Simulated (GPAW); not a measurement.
**Run report: SiSbH5O, calculation of the molecule and its ions**

- system: SiSbH5O
- method: PBE/real-space grid, scalar-relativistic datasets (GPAW 26.7.0)

The geometry comes from this level: GFN2-xTB.

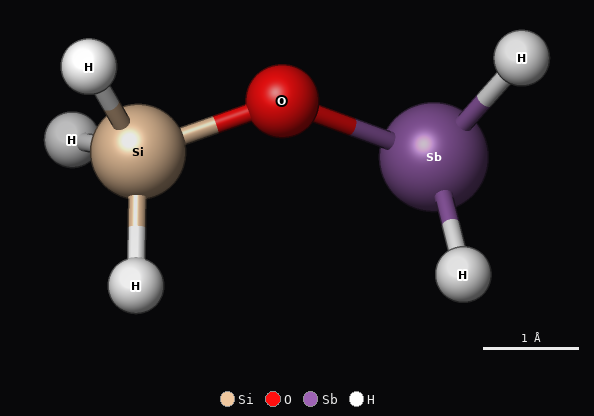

*The structure as given in the input (ball-and-stick view, seen at a tilt). Sticks mark near contacts.*

Bond lengths as drawn: H–Sb 1.70 to 1.71 Å, H–Si 1.46 to 1.47 Å, O–Sb 1.97 Å and O–Si 1.61 Å.

### Input (calc.py)
```python
from ase.io import read
from gpaw import GPAW

atoms = read('gs.xyz')
atoms.center(vacuum=4.5)

energies = {}
for name, charge, unpaired in [('neutral', 0, 0), ('oxidised', 1, 1)]:
    atoms.set_initial_magnetic_moments([unpaired / len(atoms)] * len(atoms))
    calculator = GPAW(mode='fd',
                      h=0.25,
                      xc='PBE',
                      charge=charge,
                      occupations={'name': 'fermi-dirac', 'width': 0.0, 'fixmagmom': unpaired > 0},
                      maxiter=100,
                      symmetry='off',
                      txt=f'{name}.txt')
    atoms.calc = calculator
    energies[name] = atoms.get_potential_energy()
    print(f'{name:10} {energies[name]:12.5f} eV')

ip = energies['oxidised'] - energies['neutral']
print(f'Vertical IP: {ip:.3f} eV')
```

### File gs.xyz
```
8

Si    -0.835520     1.005590    -0.399580
O      0.470650     0.274670     0.206880
Sb     1.416340    -1.413270    -0.157360
H     -1.997390     0.113810    -0.363480
H     -0.586790     1.389760    -1.792770
H     -0.960040     2.146170     0.496810
H      2.246610    -1.205140     1.308580
H      0.246140    -2.311600     0.700920
```

Launch command:
```bash
python calc.py > calc.log
```

### What the program printed
```
neutral       -33.92925 eV
oxidised      -24.76558 eV
Vertical IP: 9.164 eV
```

### Key numbers

- outcome: converged
- ionisation energy: 9.16 eV
- hardware: 1 thread of Arm Neoverse V1, 24 GiB of memory available, shared host
- wall time: 45 s
- peak memory: 0.76 GiB

### Notes

On so coarse a grid the energy depends on the position of the molecule, which gives spurious forces.
